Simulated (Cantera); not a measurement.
A closed system holds: 1 mol Ti, 0.93 mol C₃H₈, 59 mol H₂, at 100 Torr.

Cantera equilibrium calculation (NASA polynomials, part measured and part estimated; ideal gas, pure solids and liquids). Candidate condensed phases: C, C₆H₆, C₇H₈, C₈H₁₈, Ti, TiC; 77 gas species. TiC: taken at fixed stoichiometry. The numbers say what is thermodynamically allowed, not how fast it happens.

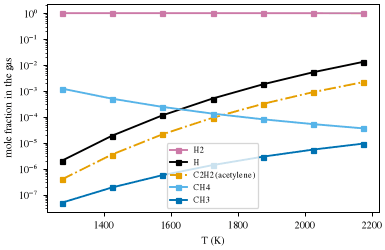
*Equilibrium gas composition (values under 1e-9 drawn at 1e-9)*

From 1275 K to 2175 K the condensed part is C(graphite) + TiC(s).
